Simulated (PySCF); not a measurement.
A series of calculations on BH3O2 and related structures

## 1. Relaxation

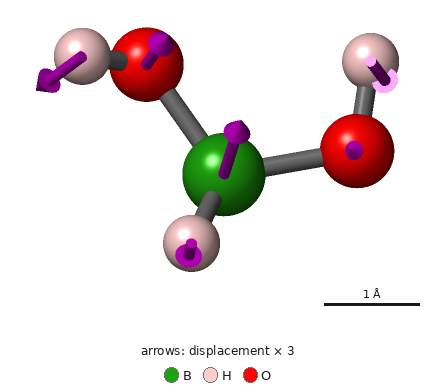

A relaxation of BH$_{3}$O$_{2}$. The starting structure is drawn; purple arrows show the displacements, magnified 3 times. The two geometries are superimposed by the best rigid fit.

Style: ball-and-stick. Shown at a tilt.

It is one of the separated reactants of a reaction.

The calculation used RKS PBE0-D4/def2-TZVP, density fitting (PySCF 2.14.0). 

What did the optimiser do to the structure, and how much energy did it gain?

The largest move after the best rigid fit is that of the B atom, 0.34 Å. Largest moves by element: B 0.34 Å, H 0.28 Å, O 0.26 Å. Near-neighbour distances that change, for instance: B–O 1.427 → 1.353 Å, B–H 1.224 → 1.198 Å. Among the angles between lasting bonds that change: H–B–O 115.8° → 122.3°, O–B–O 114.1° → 119.3°, B–O–H 108.9° → 112.3°. The energy falls by 0.943 eV in 16 geometry steps.

## 2. Relaxation

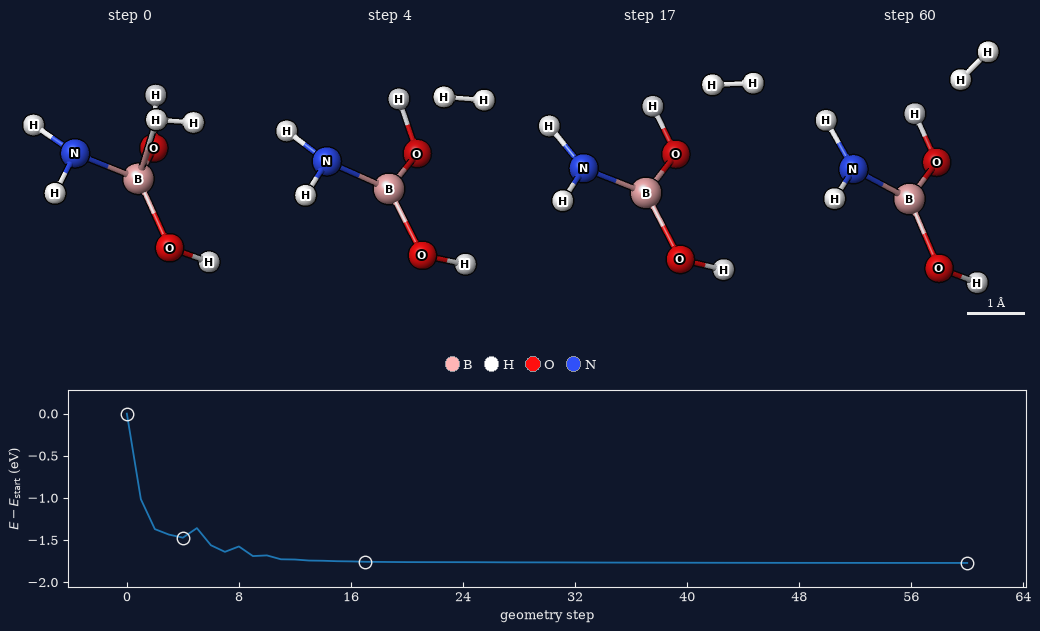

Frames of a relaxation of BNH6O2 (started from a transition state, displaced along its imaginary mode), marked on the history of the run. A ball-and-stick model, seen from a free direction.

The calculation used PySCF, RKS PBE0-D4/def2-TZVP, density fitting. 

Question: Describe the path.

Answer: Over 60 geometry steps the energy falls by 1.771 eV. The largest move after the best rigid fit is that of an H atom, 1.76 Å. Largest moves by element: H 1.76 Å, O 0.53 Å, B 0.51 Å, N 0.42 Å. Near-neighbour distances that change, for instance: B–H 1.687 → 3.854 Å, B–H 1.568 → 3.178 Å, B–N 1.479 → 1.413 Å, H–H 0.682 → 0.748 Å. Among the angles between lasting bonds that change: B–N–H 115.9° → 124.7°, B–N–H 114.2° → 120.9°, B–O–H 120.8° → 114.6°. Groups turn about B–O by about 40°. From step 0 to 4: H atoms move most (0.73 Å), energy −1.471 eV. From step 4 to 17: an H atom moves most (0.46 Å), energy −0.286 eV. From step 17 to 60: an H atom moves most (0.79 Å), energy −0.014 eV.

```
step  E − E(0), eV
   0        0.0000
   1       -1.0144
   2       -1.3695
   3       -1.4343
   4       -1.4708
   5       -1.3576
   6       -1.5604
   7       -1.6391
   8       -1.5750
   9       -1.6892
  10       -1.6812
  13       -1.7422
  15       -1.7500
  18       -1.7584
  21       -1.7611
  23       -1.7614
  26       -1.7626
  28       -1.7638
  31       -1.7646
  34       -1.7662
  36       -1.7668
  39       -1.7676
  42       -1.7685
  44       -1.7690
  47       -1.7695
  49       -1.7697
  52       -1.7699
  55       -1.7703
  57       -1.7704
  60       -1.7706
```

## 3. Reaction

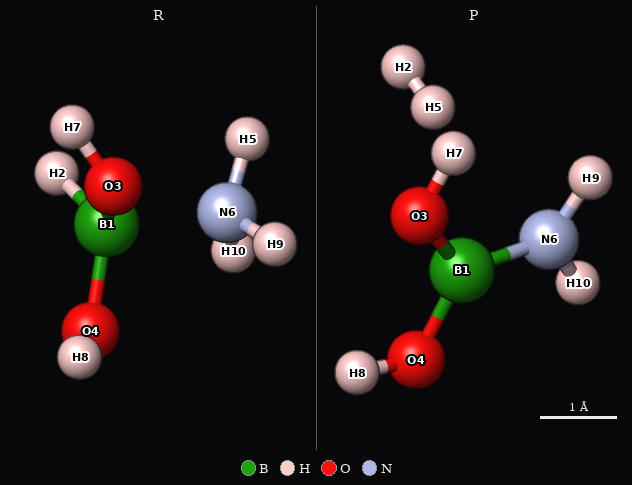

Reactant (R) and product (P) of one elementary step of BNH₆O₂. A ball-and-stick model, seen at a tilt.

Stationary points at PBE0-D4/def2-TZVP, single-point energies with CCSD(T)/CBS, PBE-D4, SPW92 (LDA), CCSD(T), r2SCAN-D4, PBE0-D4 (def2-TZVPP where no basis is named; PySCF 2.14.0). The energies are electronic, without zero-point or thermal terms, and both ends are the minima reached downhill from the saddle, with any fragments still in contact. CCSD(T)/CBS stands for a frozen-core estimate: MP2 correlation extrapolated from def2-TZVPP and def2-QZVPP, CCSD(T) minus MP2 from the smaller set.

Question: What is the transition state like, and how high is the barrier?

Answer: Counted by bonded pieces, R holds BH₃O₂ + NH₃ and P holds BH₄NO₂ + H₂. From R over the saddle to P, bonds form: B1–N6 (1.71 → 1.57 → 1.41 Å), H2–H5 (2.55 → 1.06 → 0.75 Å). Bonds break: B1–H2 (1.22 → 1.50 → 3.85 Å), H5–N6 (1.01 → 1.30 → 2.81 Å). The saddle has one imaginary mode, 1511i cm⁻¹. With CCSD(T)/CBS the barrier is 40.2 kcal/mol from R and 52.9 kcal/mol from P, and P lies 12.7 kcal/mol below R.

| level | barrier from R (kcal/mol) | barrier from P (kcal/mol) | P less R (kcal/mol) |
| --- | --- | --- | --- |
| CCSD(T)/CBS | 40.2 | 52.9 | −12.7 |
| PBE-D4 | 32.2 | 44.5 | −12.3 |
| SPW92 (LDA) | 28.5 | 36.0 | −7.5 |
| CCSD(T) | 40.5 | 52.7 | −12.2 |
| r2SCAN-D4 | 34.4 | 48.0 | −13.5 |
| PBE0-D4 | 35.5 | 47.4 | −11.9 |

Against CCSD(T)/CBS, CCSD(T) comes closest on the barrier from R (+0.3 kcal/mol) and SPW92 (LDA) misses most (−11.6 kcal/mol).

The saddle point in the same view, with dashed sticks for the bonds that form or break:

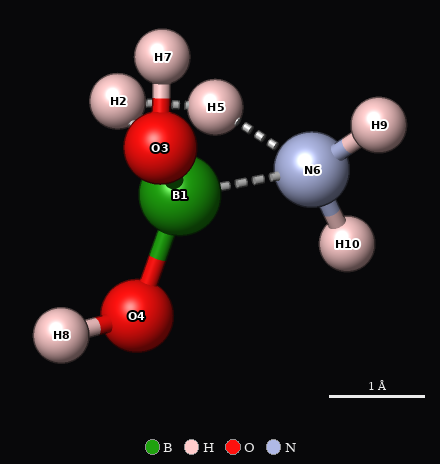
